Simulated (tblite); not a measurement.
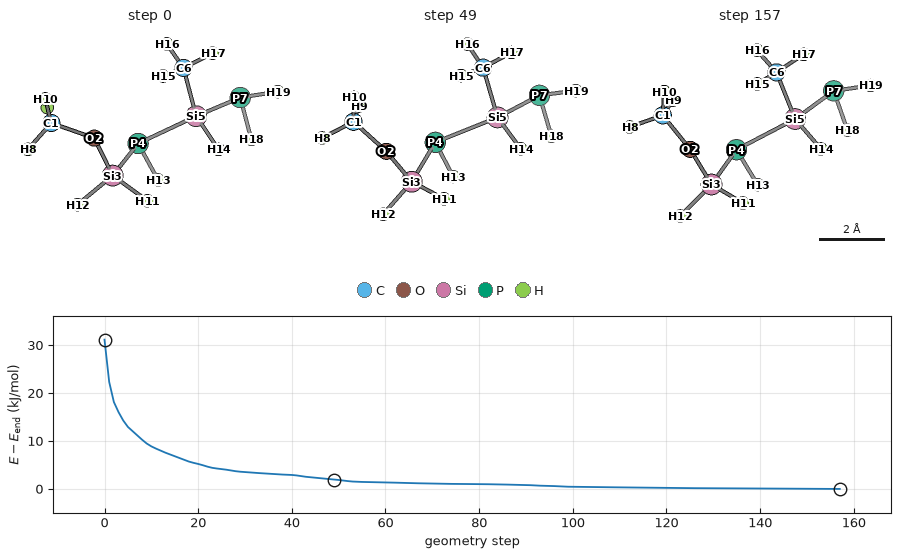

Frames of a relaxation of C₂H₁₂OP₂Si₂, marked on the history of the run. The picture is a ball-and-stick view, seen at a tilt.

All numbers below come from GFN2-xTB geometry optimisation, gas phase in tblite 0.8.0. 

**What happens along the run?**

Over 157 geometry steps the energy falls by 31.2 kJ/mol. H9 moves most after the best rigid fit: 0.83 Å. Largest moves by element: H 0.83 Å, C 0.45 Å, O 0.37 Å, P 0.29 Å, Si 0.28 Å. Some distances before and after: Si5–C6 1.836 → 1.904 Å, P7–H19 1.422 → 1.382 Å, P4–H13 1.411 → 1.379 Å, C1–O2 1.426 → 1.396 Å. Among the angles between lasting bonds that change: O2–Si3–H11 110.7° → 98.5°, C1–O2–Si3 119.2° → 127.7°, P4–Si3–H11 109.8° → 118.0°. Groups turn about O2–Si3 by about 40°, C1–O2 by about 20°. From step 0 to 49: O2 moves most (0.48 Å), energy −29.2 kJ/mol. From step 49 to 157: H atoms move most (0.48 Å), energy −1.96 kJ/mol.

```
step  E − E(0), kJ/mol
   0              0.00
   1             -8.83
   2            -13.02
   3            -15.14
   4            -16.88
   5            -18.22
   6            -19.11
   7            -19.99
   8            -20.87
   9            -21.68
  10            -22.28
  18            -25.45
  25            -27.02
  33            -27.86
  41            -28.35
  49            -29.21
  56            -29.73
  64            -29.91
  72            -30.09
  80            -30.16
  87            -30.28
  95            -30.54
 103            -30.76
 111            -30.85
 118            -30.94
 126            -31.01
 134            -31.03
 142            -31.08
 149            -31.13
 157            -31.17
```
